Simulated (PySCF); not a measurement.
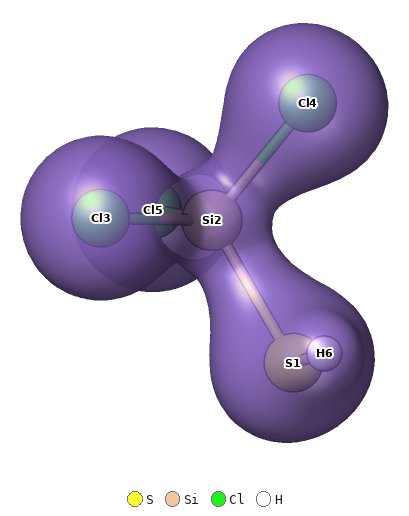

Figure. Cl3HSSi (Cl3Si(SH)). Isosurface of the electron density at 0.4 e/Å³ (purple), seen at an oblique angle.

Geometry: GFN2-xTB.

Theory: PySCF 2.14.0, B3LYP/pcSseg-1, SCF density, in a chloroform solvent model, non-relativistic.

The calculation's input:

```
{"job": {"xc": "B3LYP", "basis": "pcSseg-1", "solvent": "chloroform", "kind": "nmr", "pop": true}, "charge": 0, "multiplicity": 1}
S      1.357059    -1.077396    -0.296374
Si    -0.467442     0.041244    -0.003412
Cl    -0.582109     0.695746     1.904309
Cl    -0.507556     1.641106    -1.236111
Cl    -1.982918    -1.206495    -0.415219
H      2.186088    -0.092215     0.025233
```

Command:

```sh
OMP_NUM_THREADS=1 python ens_run.py task.json out
```

How is the density connected at this value?

Answer. At this value the surface is in one piece. It bridges the sampled Si–Cl (2.01 Å), Si–S (2.16 Å) and S–H (1.33 Å) contacts, where the density stays above the isovalue. On the grid the lowest density along these lines, outside the cores, is 0.74 e/Å³ (Si–Cl, 2.01 Å), 0.68 e/Å³ (Si–S, 2.16 Å) and 1.4 e/Å³ (S–H, 1.33 Å).
